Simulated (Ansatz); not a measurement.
# Ruthenium, beta-Sn type under BLYP: ground state and equation of state, part 2 of 2

Aim: take ruthenium in the beta-Sn type structure, relax it, solve it on a dense k-mesh, then scale the cell to 7 volumes from 88 to 112 % of the relaxed one and try a fit of the equation of state. Spin polarisation is left out. The k-meshes are 14×14×10 for the relaxation; 27×27×19 for the dense run; 18×18×13 for the volumes.

Ansatz 0.2.0; DFT, BLYP, plane waves (420 eV) with PAW, scalar-relativistic. Earlier steps stand in the parts before.

## 3. Dense single point

Input file input.yaml:

```yaml
crystal:
  lattice:
    - [-3.0710266531, 2.6487865397, 1.3621942985]
    - [2.6487865397, -3.0710266531, 1.3621942985]
    - [2.3233655895, 2.3233655895, -2.1355278396]
  atoms:
    - { symbol: Ru, position: [0.980038841, 0.019961159, 0.0] }
    - { symbol: Ru, position: [0.769961159, 0.230038841, 0.5] }
hamiltonian:
  xc: blyp
  pseudopotentials:
    kind: paw
    azcp:
      Ru: "pseudopotentials/Ru.paw.azcp"
basis:
  ecutwfc: 420
  fft_grid_basis: typed
kpoints:
  mp_grid: { grid: [27, 27, 19], shift: [0, 0, 0] }
magnetization:
  spin_polarized: false
scf:
  occupations: { method: fermi_dirac, width: 0.1 }
```

What it wrote, shortened:

```text
Warning: RAYON_NUM_THREADS=2 ignored (pool sized by the plan → 2); use --threads N
[...]
Pseudopotentials: kind: paw
Pseudopotential: Ru, paw, valence charge 16, recommended cutoff 420 eV (normal), <dir>
Functional definition: BLYP
[...]
Crystal: 2 atoms, lattice volume = 31.047 Å³
Basis set: ecut = 420 eV, 621 PW (Γ), exchange–correlation on 60×60×54 points (8 copies of the dense FFT grid, shifted against one another)
Bands: 20, of which v1, the nominal top of the filled ones, is band 16 counted from 1 (15 counted from 0)
Symmetry: 4 space group operations
Space group: C2/c (ITA 15), of the structure as read, at distance tolerance 3.1e-5 Å
k-points: 3598 of 13851
[...]
SCF iter   1: F=—  HF=-11784.468794 eV  |F-HF|=—  |Δ(HF+E_count)|=         —  Δρ=1.64e-2  dr2=8.05e-2  ethr=1.77e-3  ⟨swp⟩=4.9  Hψ=283493  notcnv=0
[...]
SCF iter   7: F=-11784.451918 eV  HF=-11784.451918 eV  |F-HF|=1.69e-9  |Δ(HF+E_count)|=   9.50e-8  Δρ=6.66e-6  dr2=8.41e-9  ethr=3.13e-10  ⟨swp⟩=2.0  Hψ=144142  notcnv=0
[...]
SCF converged after 7 iterations
Free energy (F): -11784.451918 eV
[...]
E sigma→0 (E₀):  -11784.422421 eV
Entropy (-TS):   -0.058995 eV (-29.497 meV/atom)
Fermi energy:    20.448622 eV
[...]
```

It took 56 s on 2 threads of an Arm CPU, shared host; peak memory 1.8 GiB.

## 4. Volume × 0.88

Input file input.yaml:

```yaml
crystal:
  lattice:
    - [-2.9429156175, 2.5382896846, 1.3053689622]
    - [2.5382896846, -2.9429156175, 1.3053689622]
    - [2.2264440042, 2.2264440042, -2.0464420992]
  atoms:
    - { symbol: Ru, position: [0.980038841, 0.019961159, 0.0] }
    - { symbol: Ru, position: [0.769961159, 0.230038841, 0.5] }
hamiltonian:
  xc: blyp
  pseudopotentials:
    kind: paw
    azcp:
      Ru: "pseudopotentials/Ru.paw.azcp"
basis:
  ecutwfc: 420
  fft_grid_basis: typed
kpoints:
  mp_grid: { grid: [18, 18, 13], shift: [0, 0, 0] }
magnetization:
  spin_polarized: false
scf:
  occupations: { method: fermi_dirac, width: 0.1 }
  lower_state_search: "off"
output:
  stress: true
```

What it wrote, shortened:

```text
Warning: RAYON_NUM_THREADS=2 ignored (pool sized by the plan → 2); use --threads N
[...]
[... 3 set-up lines as earlier in the session ...]
[...]
Crystal: 2 atoms, lattice volume = 27.322 Å³
Basis set: ecut = 420 eV, 533 PW (Γ), exchange–correlation on 60×60×54 points (8 copies of the dense FFT grid, shifted against one another)
Bands: 20, of which v1, the nominal top of the filled ones, is band 16 counted from 1 (15 counted from 0)
[... 1 set-up line as earlier in the session ...]
Space group: C2/c (ITA 15), of the structure as read, at distance tolerance 3.0e-5 Å
k-points: 1117 of 4212
[...]
SCF iter   1: F=—  HF=-11784.039522 eV  |F-HF|=—  |Δ(HF+E_count)|=         —  Δρ=1.66e-2  dr2=6.14e-2  ethr=1.77e-3  ⟨swp⟩=5.0  Hψ=91207  notcnv=0
[...]
SCF iter   7: F=-11784.027665 eV  HF=-11784.027665 eV  |F-HF|=4.29e-10  |Δ(HF+E_count)|=   6.61e-8  Δρ=6.43e-6  dr2=5.20e-9  ethr=2.62e-10  ⟨swp⟩=2.7  Hψ=85530  notcnv=0
[...]
SCF converged after 7 iterations
Free energy (F): -11784.027665 eV
[...]
E sigma→0 (E₀):  -11784.003066 eV
Entropy (-TS):   -0.049199 eV (-24.599 meV/atom)
Fermi energy:    23.918019 eV
[...]
--- Stress (GPa, compression-positive) ---
       43.558381      -0.113753       1.114987
       -0.113753      43.558381       1.114987
        1.114987       1.114987      36.700323
  P = ⅓ Tr σ = 41.2724 GPa (412.724 kbar)
```

Wall time 23 s (2 threads of an Arm CPU, shared host); peak memory 0.71 GiB.

## 5. Volume × 0.92

Edit input.yaml of step 4 so:

```diff
@@ -2,5 +2,5 @@
   lattice:
-    - [-2.9429156175, 2.5382896846, 1.3053689622]
-    - [2.5382896846, -2.9429156175, 1.3053689622]
-    - [2.2264440042, 2.2264440042, -2.0464420992]
+    - [-2.9868462078, 2.5761801915, 1.3248549539]
+    - [2.5761801915, -2.9868462078, 1.3248549539]
+    - [2.2596794116, 2.2596794116, -2.0769905149]
   atoms:
```

What it wrote, shortened:

```text
Warning: RAYON_NUM_THREADS=2 ignored (pool sized by the plan → 2); use --threads N
[...]
[... 3 set-up lines as earlier in the session ...]
[...]
Crystal: 2 atoms, lattice volume = 28.564 Å³
Basis set: ecut = 420 eV, 561 PW (Γ), exchange–correlation on 60×60×54 points (8 copies of the dense FFT grid, shifted against one another)
Bands: 20, of which v1, the nominal top of the filled ones, is band 16 counted from 1 (15 counted from 0)
[... 2 set-up lines as earlier in the session ...]
k-points: 1117 of 4212
[...]
SCF iter   1: F=—  HF=-11784.293219 eV  |F-HF|=—  |Δ(HF+E_count)|=         —  Δρ=1.68e-2  dr2=7.05e-2  ethr=1.77e-3  ⟨swp⟩=5.0  Hψ=89767  notcnv=0
[...]
SCF iter   7: F=-11784.278752 eV  HF=-11784.278752 eV  |F-HF|=8.29e-10  |Δ(HF+E_count)|=   7.20e-8  Δρ=6.54e-6  dr2=6.20e-9  ethr=3.13e-10  ⟨swp⟩=4.0  Hψ=80464  notcnv=0
[...]
SCF converged after 7 iterations
Free energy (F): -11784.278752 eV
[...]
E sigma→0 (E₀):  -11784.252526 eV
Entropy (-TS):   -0.052453 eV (-26.227 meV/atom)
Fermi energy:    22.662918 eV
[...]
--- Stress (GPa, compression-positive) ---
       25.560000      -0.075321       0.675610
       -0.075321      25.560000       0.675610
        0.675610       0.675610      21.435771
  P = ⅓ Tr σ = 24.1853 GPa (241.853 kbar)
```

Run time: 21 s. Hardware: 2 threads of an Arm CPU, shared host; peak memory 0.73 GiB.

## 6. Volume × 0.96

Edit input.yaml of step 5 so:

```diff
@@ -2,5 +2,5 @@
   lattice:
-    - [-2.9868462078, 2.5761801915, 1.3248549539]
-    - [2.5761801915, -2.9868462078, 1.3248549539]
-    - [2.2596794116, 2.2596794116, -2.0769905149]
+    - [-3.029521205, 2.6129877386, 1.3437840106]
+    - [2.6129877386, -3.029521205, 1.3437840106]
+    - [2.291964908, 2.291964908, -2.1066658172]
   atoms:
@@ -26 +26,5 @@
   stress: true
+  write_density: true
+  write_potential: true
+  elf: true
+  volumetric_format: npy
```

What it wrote, shortened:

```text
Warning: RAYON_NUM_THREADS=2 ignored (pool sized by the plan → 2); use --threads N
[...]
[... 3 set-up lines as earlier in the session ...]
[...]
Crystal: 2 atoms, lattice volume = 29.806 Å³
Basis set: ecut = 420 eV, 601 PW (Γ), exchange–correlation on 60×60×54 points (8 copies of the dense FFT grid, shifted against one another)
Bands: 20, of which v1, the nominal top of the filled ones, is band 16 counted from 1 (15 counted from 0)
[... 2 set-up lines as earlier in the session ...]
k-points: 1117 of 4212
[...]
SCF iter   1: F=—  HF=-11784.428002 eV  |F-HF|=—  |Δ(HF+E_count)|=         —  Δρ=1.67e-2  dr2=7.69e-2  ethr=1.77e-3  ⟨swp⟩=4.9  Hψ=88712  notcnv=0
[...]
SCF iter   7: F=-11784.411804 eV  HF=-11784.411804 eV  |F-HF|=1.45e-9  |Δ(HF+E_count)|=   8.43e-8  Δρ=6.69e-6  dr2=7.48e-9  ethr=3.13e-10  ⟨swp⟩=8.9  Hψ=152973  notcnv=0
[...]
SCF converged after 7 iterations
Free energy (F): -11784.411804 eV
[...]
E sigma→0 (E₀):  -11784.383834 eV
Entropy (-TS):   -0.055940 eV (-27.970 meV/atom)
Fermi energy:    21.510553 eV
[...]
--- Stress (GPa, compression-positive) ---
       11.321193      -0.041594       0.323597
       -0.041594      11.321193       0.323597
        0.323597       0.323597       9.387278
  P = ⅓ Tr σ = 10.6766 GPa (106.766 kbar)
--- Band table (eV; the first three rows and the last of 1117) ---
  k-point 0: bands = ["-51.5082", "-51.2416", "-21.9178", "-21.3541", "-21.2449", "-20.9266", "-20.9052", "-20.8947", "14.3230", "15.5684", "16.4892", "18.4796", "18.7203", "19.9364", "20.4901", "21.2931", "21.5671", "22.6971", "23.6026", "25.5333"]
[...]
```

Run time: 30 s. Hardware: 2 threads of an Arm CPU, shared host; peak memory 0.74 GiB.

The maps below are laid out on this run's own conventional cell (a, b, c = 2.751, 7.980, 2.715 Å).

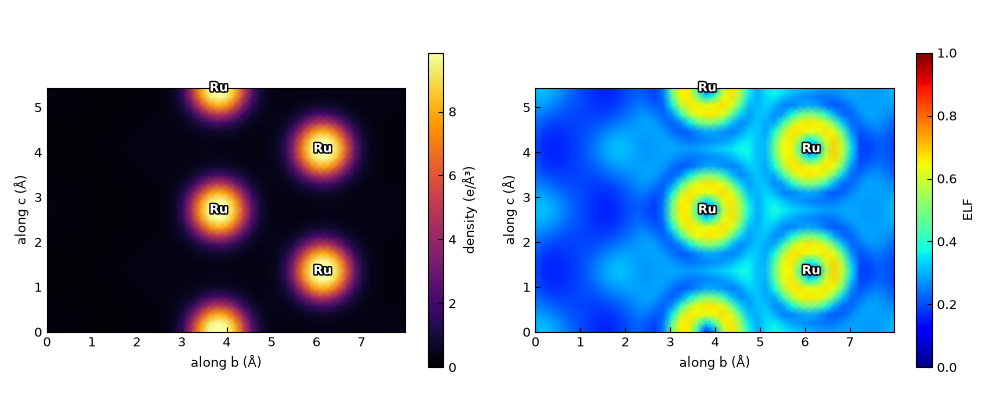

Density (left) and ELF (right) in a lattice plane of the grid's cell (edges 7.98 and 2.72 Å, at 0.500 of the third edge), which holds Ru. Only atoms in the plane are labelled. Both are smooth fields of the valence electrons: close to the nuclei they are not physical.

## 7. Volume × 1.0

Edit input.yaml of step 6 so:

```diff
@@ -2,5 +2,5 @@
   lattice:
-    - [-3.029521205, 2.6129877386, 1.3437840106]
-    - [2.6129877386, -3.029521205, 1.3437840106]
-    - [2.291964908, 2.291964908, -2.1066658172]
+    - [-3.0710266531, 2.6487865397, 1.3621942985]
+    - [2.6487865397, -3.0710266531, 1.3621942985]
+    - [2.3233655895, 2.3233655895, -2.1355278396]
   atoms:
@@ -26,5 +26 @@
   stress: true
-  write_density: true
-  write_potential: true
-  elf: true
-  volumetric_format: npy
```

What it wrote, shortened:

```text
Warning: RAYON_NUM_THREADS=2 ignored (pool sized by the plan → 2); use --threads N
[...]
[... 3 set-up lines as earlier in the session ...]
[...]
Crystal: 2 atoms, lattice volume = 31.047 Å³
Basis set: ecut = 420 eV, 621 PW (Γ), exchange–correlation on 60×60×54 points (8 copies of the dense FFT grid, shifted against one another)
Bands: 20, of which v1, the nominal top of the filled ones, is band 16 counted from 1 (15 counted from 0)
[... 2 set-up lines as earlier in the session ...]
k-points: 1117 of 4212
[...]
SCF iter   1: F=—  HF=-11784.468514 eV  |F-HF|=—  |Δ(HF+E_count)|=         —  Δρ=1.64e-2  dr2=8.08e-2  ethr=1.77e-3  ⟨swp⟩=4.9  Hψ=88065  notcnv=0
[...]
SCF iter   7: F=-11784.451556 eV  HF=-11784.451556 eV  |F-HF|=1.66e-9  |Δ(HF+E_count)|=   9.58e-8  Δρ=6.82e-6  dr2=8.68e-9  ethr=3.13e-10  ⟨swp⟩=4.0  Hψ=80990  notcnv=0
[...]
SCF converged after 7 iterations
Free energy (F): -11784.451556 eV
[...]
E sigma→0 (E₀):  -11784.421724 eV
Entropy (-TS):   -0.059664 eV (-29.832 meV/atom)
Fermi energy:    20.449039 eV
[...]
--- Stress (GPa, compression-positive) ---
        0.064220      -0.010528       0.042248
       -0.010528       0.064220       0.042248
        0.042248       0.042248      -0.117362
  P = ⅓ Tr σ = 0.0037 GPa (0.037 kbar)
```

Wall time 21 s (2 threads of an Arm CPU, shared host); peak memory 0.76 GiB.

## 8. Volume × 1.04

Edit input.yaml of step 7 so:

```diff
@@ -2,5 +2,5 @@
   lattice:
-    - [-3.0710266531, 2.6487865397, 1.3621942985]
-    - [2.6487865397, -3.0710266531, 1.3621942985]
-    - [2.3233655895, 2.3233655895, -2.1355278396]
+    - [-3.111439533, 2.6836429914, 1.3801199634]
+    - [2.6836429914, -3.111439533, 1.3801199634]
+    - [2.3539396955, 2.3539396955, -2.1636301128]
   atoms:
```

What it wrote, shortened:

```text
Warning: RAYON_NUM_THREADS=2 ignored (pool sized by the plan → 2); use --threads N
[...]
[... 3 set-up lines as earlier in the session ...]
[...]
Crystal: 2 atoms, lattice volume = 32.289 Å³
Basis set: ecut = 420 eV, 645 PW (Γ), exchange–correlation on 60×60×54 points (8 copies of the dense FFT grid, shifted against one another)
Bands: 20, of which v1, the nominal top of the filled ones, is band 16 counted from 1 (15 counted from 0)
[... 1 set-up line as earlier in the session ...]
Space group: C2/c (ITA 15), of the structure as read, at distance tolerance 3.2e-5 Å
k-points: 1117 of 4212
[...]
SCF iter   1: F=—  HF=-11784.434585 eV  |F-HF|=—  |Δ(HF+E_count)|=         —  Δρ=1.60e-2  dr2=8.21e-2  ethr=1.77e-3  ⟨swp⟩=4.8  Hψ=87457  notcnv=0
[...]
SCF iter   7: F=-11784.417660 eV  HF=-11784.417660 eV  |F-HF|=9.64e-11  |Δ(HF+E_count)|=   1.02e-7  Δρ=6.26e-6  dr2=7.27e-9  ethr=3.13e-10  ⟨swp⟩=4.0  Hψ=81371  notcnv=0
[...]
SCF converged after 7 iterations
Free energy (F): -11784.417660 eV
[...]
E sigma→0 (E₀):  -11784.385844 eV
Entropy (-TS):   -0.063633 eV (-31.816 meV/atom)
Fermi energy:    19.468250 eV
[...]
--- Stress (GPa, compression-positive) ---
       -8.817155       0.018782      -0.181958
        0.018782      -8.817155      -0.181958
       -0.181958      -0.181958      -7.599578
  P = ⅓ Tr σ = -8.4113 GPa (-84.113 kbar)
```

It took 21 s on 2 threads of an Arm CPU, shared host; peak memory 0.77 GiB.

## 9. Volume × 1.08

Edit input.yaml of step 8 so:

```diff
@@ -2,5 +2,5 @@
   lattice:
-    - [-3.111439533, 2.6836429914, 1.3801199634]
-    - [2.6836429914, -3.111439533, 1.3801199634]
-    - [2.3539396955, 2.3539396955, -2.1636301128]
+    - [-3.150829025, 2.7176167624, 1.3975916911]
+    - [2.7176167624, -3.150829025, 1.3975916911]
+    - [2.3837395641, 2.3837395641, -2.1910207435]
   atoms:
@@ -26 +26,5 @@
   stress: true
+  write_density: true
+  write_potential: true
+  elf: true
+  volumetric_format: npy
```

What it wrote, shortened:

```text
Warning: RAYON_NUM_THREADS=2 ignored (pool sized by the plan → 2); use --threads N
[...]
[... 3 set-up lines as earlier in the session ...]
[...]
Crystal: 2 atoms, lattice volume = 33.531 Å³
Basis set: ecut = 420 eV, 661 PW (Γ), exchange–correlation on 60×60×54 points (8 copies of the dense FFT grid, shifted against one another)
Bands: 20, of which v1, the nominal top of the filled ones, is band 16 counted from 1 (15 counted from 0)
[... 2 set-up lines as earlier in the session ...]
k-points: 1117 of 4212
[...]
SCF iter   1: F=—  HF=-11784.342053 eV  |F-HF|=—  |Δ(HF+E_count)|=         —  Δρ=1.54e-2  dr2=8.17e-2  ethr=1.77e-3  ⟨swp⟩=4.8  Hψ=87002  notcnv=0
[...]
SCF iter   7: F=-11784.325791 eV  HF=-11784.325791 eV  |F-HF|=6.39e-9  |Δ(HF+E_count)|=   1.17e-7  Δρ=6.86e-6  dr2=1.30e-8  ethr=3.13e-10  ⟨swp⟩=8.6  Hψ=152764  notcnv=0
[...]
SCF converged after 7 iterations
Free energy (F): -11784.325791 eV
[...]
E sigma→0 (E₀):  -11784.291865 eV
Entropy (-TS):   -0.067852 eV (-33.926 meV/atom)
Fermi energy:    18.559478 eV
[...]
--- Stress (GPa, compression-positive) ---
      -15.798772       0.046631      -0.359939
        0.046631     -15.798772      -0.359939
       -0.359939      -0.359939     -13.468026
  P = ⅓ Tr σ = -15.0219 GPa (-150.219 kbar)
--- Band table (eV; the first three rows and the last of 1117) ---
  k-point 0: bands = ["-54.2339", "-54.0699", "-24.4998", "-24.1156", "-24.0284", "-23.8067", "-23.8059", "-23.8001", "12.0083", "13.5357", "14.3288", "16.0157", "16.1995", "17.2141", "17.6793", "18.3566", "18.6173", "19.5277", "20.2848", "22.2633"]
[...]
```

It took 29 s on 2 threads of an Arm CPU, shared host; peak memory 0.78 GiB.

## 10. Volume × 1.12

Edit input.yaml of step 9 so:

```diff
@@ -2,5 +2,5 @@
   lattice:
-    - [-3.150829025, 2.7176167624, 1.3975916911]
-    - [2.7176167624, -3.150829025, 1.3975916911]
-    - [2.3837395641, 2.3837395641, -2.1910207435]
+    - [-3.1892575566, 2.7507616968, 1.4146371721]
+    - [2.7507616968, -3.1892575566, 1.4146371721]
+    - [2.412812424, 2.412812424, -2.2177431423]
   atoms:
@@ -26,5 +26 @@
   stress: true
-  write_density: true
-  write_potential: true
-  elf: true
-  volumetric_format: npy
```

What it wrote, shortened:

```text
Warning: RAYON_NUM_THREADS=2 ignored (pool sized by the plan → 2); use --threads N
[...]
[... 3 set-up lines as earlier in the session ...]
[...]
Crystal: 2 atoms, lattice volume = 34.773 Å³
Basis set: ecut = 420 eV, 675 PW (Γ), exchange–correlation on 60×60×60 points (8 copies of the dense FFT grid, shifted against one another)
Bands: 20, of which v1, the nominal top of the filled ones, is band 16 counted from 1 (15 counted from 0)
[... 1 set-up line as earlier in the session ...]
Space group: C2/c (ITA 15), of the structure as read, at distance tolerance 3.3e-5 Å
k-points: 1117 of 4212
[...]
SCF iter   1: F=—  HF=-11784.203758 eV  |F-HF|=—  |Δ(HF+E_count)|=         —  Δρ=1.48e-2  dr2=8.01e-2  ethr=1.77e-3  ⟨swp⟩=4.8  Hψ=86905  notcnv=0
[...]
SCF iter   7: F=-11784.188497 eV  HF=-11784.188497 eV  |F-HF|=6.86e-9  |Δ(HF+E_count)|=   1.28e-7  Δρ=6.96e-6  dr2=1.46e-8  ethr=3.13e-10  ⟨swp⟩=4.2  Hψ=81999  notcnv=0
[...]
SCF converged after 7 iterations
Free energy (F): -11784.188497 eV
[...]
E sigma→0 (E₀):  -11784.152332 eV
Entropy (-TS):   -0.072328 eV (-36.164 meV/atom)
Fermi energy:    17.715321 eV
[...]
--- Stress (GPa, compression-positive) ---
      -21.255339       0.073380      -0.500264
        0.073380     -21.255339      -0.500264
       -0.500264      -0.500264     -18.043838
  P = ⅓ Tr σ = -20.1848 GPa (-201.848 kbar)
```

Wall time 21 s (2 threads of an Arm CPU, shared host); peak memory 0.81 GiB.

## 11. Fitting the volumes

All volumes keep the relaxed shape and fractional coordinates.

```
V (Å³/atom)  E − E₀ (meV/atom)  P from the stress (GPa)  P from the fit (GPa)
     13.661              209.3                    41.27                 41.15
     14.282               84.6                    24.19                 23.95
     14.903               18.9                    10.68                 10.42
     15.524                0.0                     0.00                 -0.24
     16.145               17.9                    -8.41                 -8.66
     16.766               64.9                   -15.02                -15.30
     17.387              134.7                   -20.18                -20.53
```

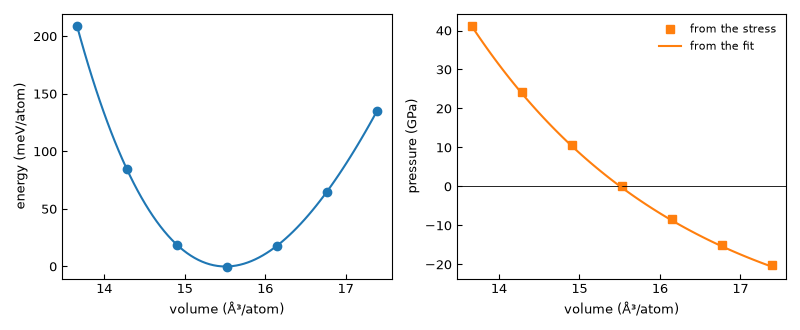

Energy and pressure against volume; the lines are the Birch-Murnaghan fit.

Fit (Birch-Murnaghan, third order): V₀ = 15.508 Å³/atom, B₀ = 237 GPa, B₀′ = 4.9, largest residual 0.06 meV/atom.

The fit is made to E(σ → 0), while the stress belongs to the free energy F; that is one source of the offset between the two pressures.

## 12. Summary of results

This closing draws on all 2 parts.

| quantity | value |
| --- | --- |
| space group (spins left aside) | Cmcm (No. 63) |
| conventional cell | a = 2.789 Å, b = 8.089 Å, c = 2.752 Å |
| volume | 15.524 Å³/atom |
| shortest distance | 2.593 Å |
| gap on the mesh | none (levels filled in part) |
| relative to hcp | +228 meV/atom |
| V₀, B₀, B₀′ | 15.508 Å³/atom, 237 GPa, 4.9 |

**Reading.** The relaxation enlarged the cell by 9.1 % in volume. What began as beta-Sn type has relaxed into Cmcm. What follows belongs to that structure, not to the type named at the start. The mesh has less symmetry than the lattice, which may have let the distortion in. It lies 228 meV/atom above the element's reference form at the same level (hcp, from a run of its own). No gap shows: it is a metal or semimetal at this level. The fitted modulus is 237 GPa; letting shape and positions relax at each volume could only lower it.
